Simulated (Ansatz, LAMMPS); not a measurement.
# Relaxing amorphous Hg33S25Se8 (66 atoms), part 3 of 3

Wanted: the relaxed structure of amorphous Hg33S25Se8 (66 atoms) and its electronic structure.

Ansatz 0.2.0; Kohn-Sham DFT, PBEsol, PAW (set soft_2), plane waves.

The cell: 33 Hg, 25 S and 8 Se. The quench rate of 1000 K/ps far exceeds what a furnace or splat quench reaches. The network of bonds at the start is that of the classical potential that made the cell. Sampling is at Γ alone, for a cell whose shortest periodic width is 12 Å. The levels lack spin–orbit coupling.

So far. Step 4 (Relaxation): The relaxation changed the energy by -270 meV/atom, and atoms moved by 1.1 Å r.m.s., 2.9 Å at most.

### 6. Single point at the relaxed geometry

The electronic structure is read at the final geometry, in a run of its own.

input.yaml reads:

```yaml
crystal:
  lattice:
    - [12.034, 0.0, 0.0]
    - [0.0, 12.034, 0.0]
    - [0.0, 0.0, 12.034]
  atoms:
    - { symbol: Hg, position: [0.72071, 0.37644, 0.97535] }
    - { symbol: Hg, position: [0.24821, 0.21006, 0.69604] }
    - { symbol: Hg, position: [0.06667, 0.70207, 0.59521] }
    - { symbol: Hg, position: [0.27632, 0.50321, 0.07998] }
    - { symbol: Hg, position: [0.75727, 0.8508, 0.08314] }
    - { symbol: Hg, position: [0.3664, 0.77646, 0.13259] }
    - { symbol: Hg, position: [0.92618, 0.63989, 0.22648] }
    - { symbol: Hg, position: [0.54608, 0.05253, 0.51949] }
    - { symbol: Hg, position: [0.33807, 0.03235, 0.28351] }
    - { symbol: Hg, position: [0.54262, 0.32981, 0.71113] }
    - { symbol: Hg, position: [0.26243, 0.78236, 0.53748] }
    - { symbol: Hg, position: [0.82626, 0.14966, 0.14643] }
    - { symbol: Hg, position: [0.03292, 0.32793, 0.02875] }
    - { symbol: Hg, position: [0.09908, 0.218, 0.28738] }
    - { symbol: Hg, position: [0.32954, 0.48012, 0.74338] }
    - { symbol: Hg, position: [0.49025, 0.68505, 0.88441] }
    - { symbol: Hg, position: [0.5998, 0.16849, 0.18503] }
    - { symbol: Hg, position: [0.52431, 0.80838, 0.70668] }
    - { symbol: Hg, position: [0.84676, 0.44944, 0.66042] }
    - { symbol: Hg, position: [0.61911, 0.04629, 0.8602] }
    - { symbol: Hg, position: [0.06612, 0.88575, 0.35113] }
    - { symbol: Hg, position: [0.58904, 0.57715, 0.55977] }
    - { symbol: Hg, position: [0.7351, 0.25044, 0.36855] }
    - { symbol: Hg, position: [0.64457, 0.78661, 0.32921] }
    - { symbol: Hg, position: [0.63616, 0.51237, 0.22683] }
    - { symbol: Hg, position: [0.83015, 0.83705, 0.56747] }
    - { symbol: Hg, position: [0.33678, 0.44105, 0.4046] }
    - { symbol: Hg, position: [0.00903, 0.60458, 0.89486] }
    - { symbol: Hg, position: [0.39861, 0.23136, 0.95558] }
    - { symbol: Hg, position: [0.94287, 0.17393, 0.82075] }
    - { symbol: Hg, position: [0.945, 0.12809, 0.53833] }
    - { symbol: Hg, position: [0.12767, 0.94096, 0.69657] }
    - { symbol: Hg, position: [0.03495, 0.98842, 0.03198] }
    - { symbol: S, position: [0.22567, 0.67368, 0.83131] }
    - { symbol: S, position: [0.797, 0.02006, 0.41403] }
    - { symbol: S, position: [0.36151, 0.56044, 0.56507] }
    - { symbol: S, position: [0.30775, 0.93616, 0.78211] }
    - { symbol: S, position: [0.74377, 0.68584, 0.46768] }
    - { symbol: S, position: [0.45232, 0.60858, 0.07451] }
    - { symbol: S, position: [0.81852, 0.08211, 0.94762] }
    - { symbol: S, position: [0.26819, 0.3705, 0.89672] }
    - { symbol: S, position: [0.25577, 0.82548, 0.90389] }
    - { symbol: S, position: [0.55565, 0.35912, 0.07453] }
    - { symbol: S, position: [0.94397, 0.81423, 0.0221] }
    - { symbol: S, position: [0.49337, 0.06808, 0.01662] }
    - { symbol: S, position: [0.06209, 0.26208, 0.68124] }
    - { symbol: S, position: [0.87313, 0.96947, 0.26991] }
    - { symbol: S, position: [0.88954, 0.38629, 0.88018] }
    - { symbol: S, position: [0.61664, 0.50577, 0.7546] }
    - { symbol: S, position: [0.66376, 0.97896, 0.67366] }
    - { symbol: S, position: [0.43864, 0.16237, 0.6998] }
    - { symbol: S, position: [0.93213, 0.96105, 0.69051] }
    - { symbol: S, position: [0.13699, 0.15517, 0.06313] }
    - { symbol: S, position: [0.91673, 0.632, 0.71471] }
    - { symbol: S, position: [0.07274, 0.53052, 0.07172] }
    - { symbol: S, position: [0.05744, 0.68489, 0.36566] }
    - { symbol: S, position: [0.22932, 0.90688, 0.18221] }
    - { symbol: S, position: [0.58211, 0.88643, 0.17355] }
    - { symbol: Se, position: [0.4602, 0.17184, 0.36741] }
    - { symbol: Se, position: [0.77111, 0.26703, 0.59163] }
    - { symbol: Se, position: [0.57556, 0.421, 0.40179] }
    - { symbol: Se, position: [0.28375, 0.33805, 0.23489] }
    - { symbol: Se, position: [0.9173, 0.32527, 0.24499] }
    - { symbol: Se, position: [0.76841, 0.60467, 0.09624] }
    - { symbol: Se, position: [0.13686, 0.06784, 0.44106] }
    - { symbol: Se, position: [0.46139, 0.83569, 0.49663] }
kpoints:
  mp_grid: { grid: [1, 1, 1] }
hamiltonian:
  xc: pbesol
scf:
  occupations: { method: gaussian, width: 0.025 }
output:
  forces: true
  stress: true
  populations: true
  dos:
    method: { smearing: { sigma: 0.08 } }
    de: 0.1
    projected: { site_lists: { Hg: [Hg], S: [S], Se: [Se] } }
  eigenvalues: true
  write_density: true
  write_potential: true
  volumetric_format: npy
```

Command:

```bash
ansatz run input.yaml --threads 4 --pin off --max-ram 8192MiB --backend cpu --events-out ev --progress --plain --runs-dir out
```

Numbers of over 12 decimals in the logs are rounded to 6 here.

The program printed:

```text
[...]
Crystal: 66 atoms, lattice volume = 1742.730 Å³
Basis set: ecut = 420 eV, 34049 PW (Γ), exchange–correlation on 162×162×162 points (8 copies of the dense FFT grid, shifted against one another)
Bands: 563, of which v1, the nominal top of the filled ones, is band 469 counted from 1 (468 counted from 0)
Symmetry: 1 space group operations
[...]
k-points: 1
[...]
SCF iter   1: F=—  HF=-516563.868621 eV  |F-HF|=—  |Δ(HF+E_count)|=         —  Δρ=4.22e-3  dr2=5.51e-1  ethr=1.77e-3  ⟨swp⟩=6.0  Hψ=2191  notcnv=0  defer=16
[...]
SCF iter  10: F=-516563.744077 eV  HF=-516563.744077 eV  |F-HF|=5.15e-8  |Δ(HF+E_count)|=   2.33e-7  Δρ=1.09e-6  dr2=5.82e-8  ethr=1.07e-11  ⟨swp⟩=15.0  Hψ=4748  notcnv=0
SCF 1 converged in 10 iterations: F = -516563.744077 eV  dr2 = 5.82e-8
[...]
SCF converged after 10 iterations
Free energy (F): -516563.744077 eV
[...]
Internal energy: -516563.744077 eV  (E = F + TS)
E sigma→0 (E₀):  -516563.744077 eV
Fermi energy:    8.569174 eV
[...]
--- Forces (eV/Å), atoms counted from 1 ---
  atom   1  Hg     0.00102042     0.00034133    -0.00258067
  atom   2  Hg     0.00095666    -0.00170713    -0.00313953
  atom   3  Hg     0.00447901     0.00944306    -0.00116156
  atom   4  Hg    -0.01174979    -0.00233420     0.00192295
  atom   5  Hg     0.01776584    -0.01353219     0.00007358
  atom   6  Hg     0.00025123     0.00046812     0.00307482
  atom   7  Hg    -0.01281543     0.00796197     0.00690289
  atom   8  Hg    -0.00221901    -0.00134215     0.00136895
  atom   9  Hg    -0.00260580    -0.00141114     0.00220922
  atom  10  Hg     0.00410381    -0.00191374    -0.00192567
  atom  11  Hg    -0.00782840    -0.00066854     0.00316491
  atom  12  Hg    -0.00578668    -0.00096315     0.00019022
  atom  13  Hg    -0.00332037     0.00305420     0.00182141
  atom  14  Hg    -0.00614294     0.00527942    -0.00150630
[...]
atom  65  Se     0.00187767    -0.00426137    -0.00043778
  atom  66  Se    -0.00846793     0.00348222     0.00146206
  max |Σ_I F_I| component: 2.12e-5 eV/Å
--- Stress (GPa, compression-positive) ---
        0.627356      -0.167892       0.143530
       -0.167892       0.566872      -0.063600
        0.143530      -0.063600      -0.028496
  P = ⅓ Tr σ = 0.3886 GPa (3.886 kbar)
--- Band table (eV) ---
[...]
--- Löwdin populations: 66 sites ---
  site symbol       q [e]
     0     Hg     19.0253
     1     Hg     19.0407
     2     Hg     19.2591
[...]
65     Se     16.9058
  spilling = 0.007707 (of n_electrons = 938.000000)
```

Run time: 45 s. Hardware: 4 threads of Arm Neoverse V2, shared host; peak memory 2.7 GiB.

Numbers from this run:

- free energy: -516563.7441 eV
- free energy per atom: -7826.7234 eV/atom
- SCF cycles: 10
- pressure: 0.3886 GPa
- r.m.s. force component: 0.00575 eV/Å
- longest force: 0.02385 eV/Å
- Fermi energy: 8.569 eV
- gap (highest filled to lowest empty level): 0.8101 eV
- spilling of the projection: 0.007707

States in the cell by windows of 1 eV, zero at the Fermi level; the larger projections on atomic orbitals stand beside the total:

```
from (eV)  to (eV)  total   Hg d   S p  Hg s  Se p   S s
      -14      -13   40.8    3.2   0.7   3.6   0.1  24.5
      -13      -12   15.0    0.9   0.1   0.5   0.1   8.4
      -12      -11    2.0    0.1   0.2   0.1   0.0   1.6
      -11      -10    2.0    0.1   0.3   0.1   0.0   1.5
      -10       -9    0.0    0.0   0.0   0.0   0.0   0.0
       -9       -8   29.4   22.0   4.7   1.3   0.5   0.6
       -8       -7  156.6  140.0   9.0   2.6   3.0   1.3
       -7       -6  144.6  136.0   3.5   1.9   1.2   1.3
       -6       -5   30.9    8.5   9.3   9.3   2.0   1.1
       -5       -4   32.9    5.5  12.2   9.9   3.3   1.1
       -4       -3   34.3    3.0  20.4   3.8   5.0   0.7
       -3       -2   40.9    3.0  25.0   2.1   8.4   0.5
       -2       -1   47.4    3.5  28.0   1.9  11.5   0.3
       -1        0   11.0    0.8   5.3   0.8   3.5   0.1
        0        1    9.3    0.4   2.9   3.2   1.0   0.4
        1        2   32.5    0.9   9.5  11.0   3.2   0.9
        2        3   33.1    0.7   9.2   8.2   2.6   0.5
        3        4   26.6    0.2   2.3   1.7   0.6   0.1
        4        5   33.3    0.1   1.6   1.1   0.5   0.1
```

The curve was stored every 0.100 eV, coarse against its broadening of 0.08 eV, so these counts are rough.

Between -26 and -14 eV lie 6 more states.

About 344 of the 938 electrons lie in deeper levels, below the stored range.

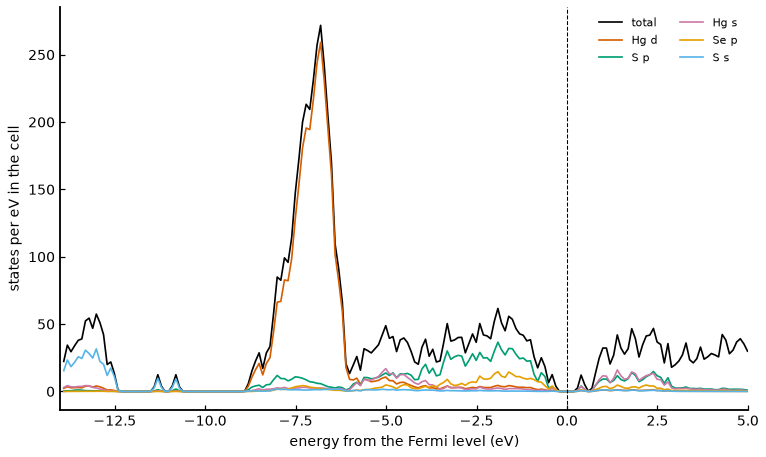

Total and projected density of states, with the broadening of the input.

The levels nearest the highest filled one (over half full), pooled over k-points and spins:

| level less the highest filled one (eV) | occupation |
| --- | --- |
| -0.562 | 2 |
| -0.495 | 2 |
| -0.361 | 2 |
| -0.285 | 2 |
| -0.212 | 2 |
| 0 | 2 |
| 0.810 | 0 |
| 1.21 | 0 |
| 1.33 | 0 |
| 1.36 | 0 |
| 1.45 | 0 |
| 1.49 | 0 |

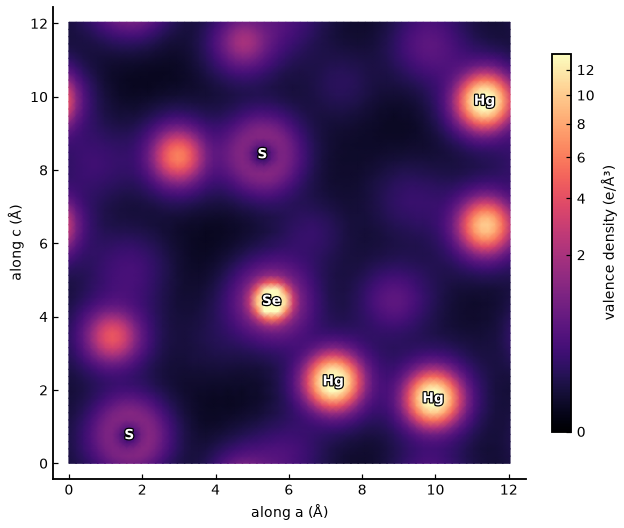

Valence density in the ac plane at fractional y = 0.162, with atoms of Hg and S and Se within 0.2 Å of it. It is the smooth field of the valence electrons, not physical close to the nuclei. The colour scale is stretched toward low values.

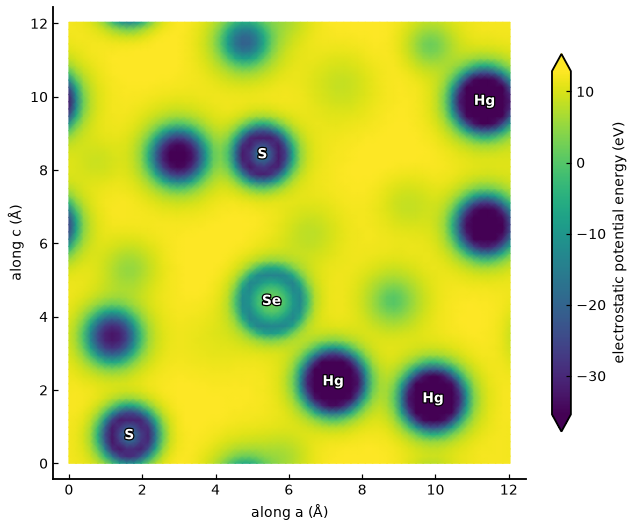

Electrostatic potential energy in the ac plane at fractional y = 0.162, with atoms of Hg and S and Se within 0.2 Å of it. With pseudopotentials it is smooth inside the atoms' cores, unlike the true potential.

The surroundings of S56, picked at random, nearest first, numbered as they follow in the input and with coordinates relative to it.

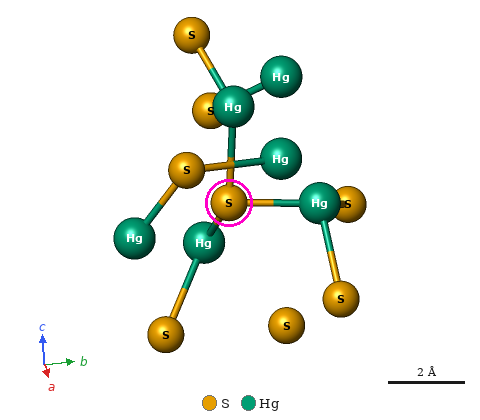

The atoms of the table, within 4.6 Å (arrows a, b, c point along x, y, z); some may hide others; the central atom is ringed.

```
atom      x      y      z  distance (Å)
 S56   0.00   0.00   0.00          0.00
 Hg7  -1.58  -0.54  -1.67          2.37
Hg21   0.10   2.42  -0.17          2.43
 Hg3   0.11   0.21   2.76          2.77
Hg11   2.47   1.17   2.07          3.43
 S38  -3.77   0.01   1.23          3.97
 S55   0.18  -1.86  -3.54          4.00
 S57   2.07   2.67  -2.21          4.04
Hg26  -2.74   1.83   2.43          4.09
 S47  -2.22   3.42  -1.15          4.24
Hg27   3.36  -2.93   0.47          4.49
 S54  -1.69  -0.64   4.20          4.57
 S44  -1.37   1.56  -4.13          4.62
 S36   3.66  -1.50   2.40          4.63
```

### 7. Outcome

```yaml
energy_change_in_the_relaxation: -270.5 meV/atom
r_m_s_displacement: 1.143 Å
largest_displacement: 2.929 Å
free_energy_per_atom: -7826.7234 eV/atom
pressure: 0.3886 GPa
r_m_s_force_component: 0.00575 eV/Å
spacing_of_highest_filled_and_lowest_empty_level: 0.8101 eV
wall_time_of_the_3_dft_runs: 21 min
```

Relaxation lowers the energy by 270 meV/atom and moves atoms by 1.1 Å r.m.s.; the r.m.s. force component goes from 0.38 to 0.0057 eV/Å, the pressure goes from -3.3 to 0.39 GPa. First to last step the energy falls by 17.850 eV; the largest move, 2.93 Å, is that of Hg1. The highest filled and lowest empty levels differ by 0.810 eV (at Γ alone); a semilocal functional tends to put such gaps too low. In a disordered cell it changes from sample to sample, and tail or defect levels can set it.

**Limits.** The network of bonds at the start is that of the classical potential that made the cell; in DFT atoms moved by 1.1 Å r.m.s.

[Logs are printed without paths, hosts, clocks, repeated set-up lines and the standing remarks that a program may print on its own settings, such as how far it seeks lower states.]

[Hosts, paths, dates, database ids (printed as entryN), source tags and the programs' standing remarks are cut or masked in the printed files.]
